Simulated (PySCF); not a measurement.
**Excited-state calculation, with input and output: C3H4F2OS**

C3H4F2OS, SMILES FC(F)O[C@@H]1CS1, computed with TDDFT HSE06/def2-SVPD, vertical, gas phase, core orbitals frozen in the response (PySCF 2.14.0).

The geometry comes from this level: GFN2-xTB. It belongs to a series of runs on one base structure; here: HSE06/def2-SVPD; 6 states.

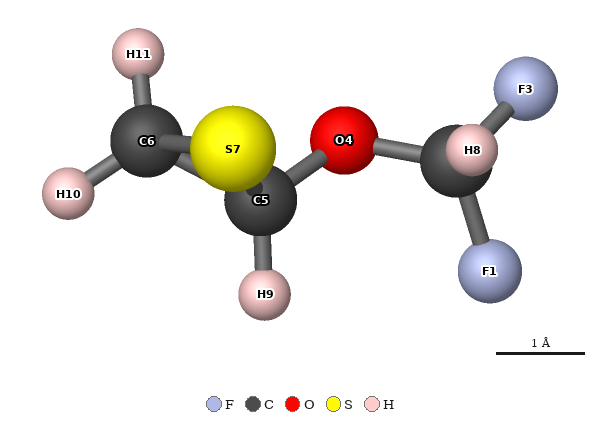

Figure 1. The structure as given in the input (ball-and-stick view, seen at a tilt; atoms are numbered from 1 in the order of the input). Bond lengths as drawn: C–C 1.48 Å, C–F 1.33 to 1.36 Å, C–H 1.08 to 1.11 Å, C–O 1.36 to 1.39 Å and C–S 1.80 to 1.81 Å.

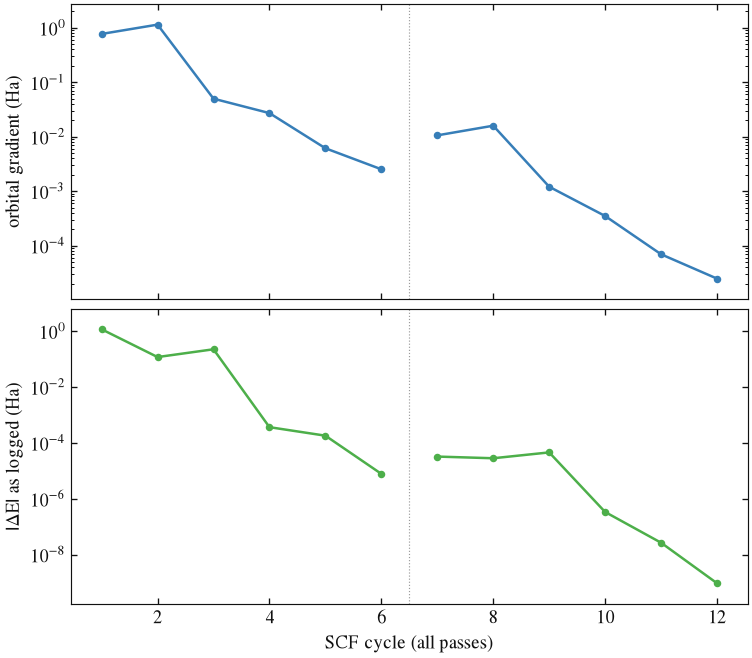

Figure 2. Convergence of the self-consistent field: orbital gradient and size of the energy change against the SCF cycle. The dotted line marks the change from a coarse to the final integration grid. The first 6 cycles use a coarse grid, the final grid takes over at cycle 7, and the field converges after 12 cycles in all.

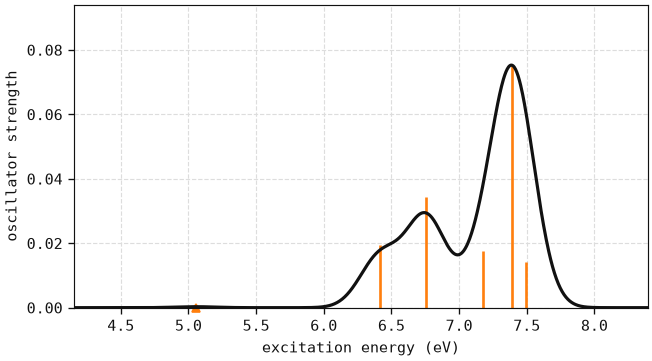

Figure 3. Computed excitations as sticks (degenerate states added up, dark ones marked on the axis), with a Gaussian envelope of 0.35 eV full width at half maximum, scaled to the tallest. Of the 6 states the lowest lies at 5.05 eV (f = 0.000); the strongest line is at 7.39 eV, or 168 nm (f = 0.075).

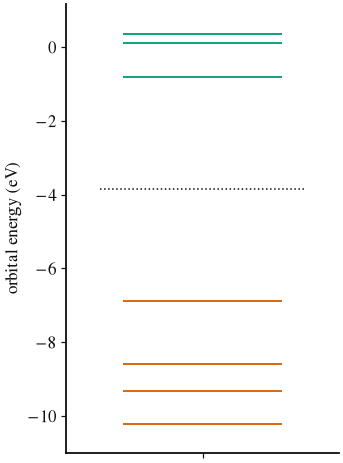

Figure 4. Orbital energies near the frontier; the dotted line parts filled from empty levels, and levels within 0.02 eV of each other stand side by side. Highest filled −6.88 eV, lowest empty −0.80 eV, 6.08 eV apart.

The input and output of the run follow.

Input file
```
{"job": {"kind": "uv", "xc": "HSE06", "basis": "def2-SVPD", "nstates": 6, "ntriplets": 0, "tda": false}, "charge": 0, "multiplicity": 1}
F      2.438064    -0.042890    -0.573986
C      1.594483     0.133043     0.473910
F      2.204989     0.961084     1.320692
O      0.431562     0.712515     0.075453
C     -0.392469    -0.101619    -0.688272
C     -1.848253     0.119835    -0.557029
S     -1.272216    -1.424462     0.170931
H      1.456089    -0.854277     0.957626
H      0.029972    -0.387279    -1.649174
H     -2.468379     0.020885    -1.436990
H     -2.168417     0.865835     0.156894
```

The first line tells a small driver script what to run in PySCF; the rest is the geometry in Å.

Run as:
```bash
OMP_NUM_THREADS=1 python <driver script> task.json out
```

The program's output
```
coarse grid: 10624 points
cycle   1  E = -788.7225148878  dE =  1.162e+00  |g| = 7.707e-01  |ddm| = 4.983e+00
cycle   2  E = -788.6049747660  dE =  1.175e-01  |g| = 1.142e+00  |ddm| = 1.775e+00
cycle   3  E = -788.8281362220  dE = -2.232e-01  |g| = 4.985e-02  |ddm| = 1.083e+00
cycle   4  E = -788.8284992303  dE = -3.630e-04  |g| = 2.709e-02  |ddm| = 1.219e-01
cycle   5  E = -788.8286792281  dE = -1.800e-04  |g| = 6.121e-03  |ddm| = 5.081e-02
cycle   6  E = -788.8286869561  dE = -7.728e-06  |g| = 2.518e-03  |ddm| = 9.768e-03
final grid: 101280 points
cycle   7  E = -788.9245989785  dE = -3.213e-05  |g| = 1.057e-02  |ddm| = 8.347e-02
cycle   8  E = -788.9245709891  dE =  2.799e-05  |g| = 1.590e-02  |ddm| = 2.264e-02
cycle   9  E = -788.9246163390  dE = -4.535e-05  |g| = 1.203e-03  |ddm| = 1.623e-02
cycle  10  E = -788.9246166722  dE = -3.332e-07  |g| = 3.490e-04  |ddm| = 2.707e-03
cycle  11  E = -788.9246166986  dE = -2.642e-08  |g| = 6.915e-05  |ddm| = 4.794e-04
cycle  12  E = -788.9246166996  dE = -9.354e-10  |g| = 2.470e-05  |ddm| = 1.441e-04
converged SCF energy = -788.9246166996

Static polarisability (au): isotropic 61.269, principal 52.613 61.497 69.697

Singlet excitations
state   eV       nm        f      main configurations
  1   5.0525    245.4   0.00037   H->L 0.99
  2   6.4172    193.2   0.01946   H->L+1 0.95
  3   6.7553    183.5   0.03430   H->L+2 0.95
  4   7.1751    172.8   0.01768   H->L+3 0.92
  5   7.3887    167.8   0.07529   H-1->L 0.81
  6   7.4972    165.4   0.01408   H->L+4 0.84
```

Key numbers

| quantity | value |
| --- | --- |
| outcome | converged |
| total energy | −788.924617 hartree |
| HOMO | −6.88 eV |
| LUMO | −0.80 eV |
| dipole moment | 2.19 D |
| mean polarisability | 61.27 a.u. |
| lowest excitation | 5.05 eV |
| hardware | 1 CPU thread, shared host |
| wall time | 72 s |
| peak memory | 0.83 GiB |

Settings chosen away from the usual ones: HSE06/def2-SVPD; 6 states.
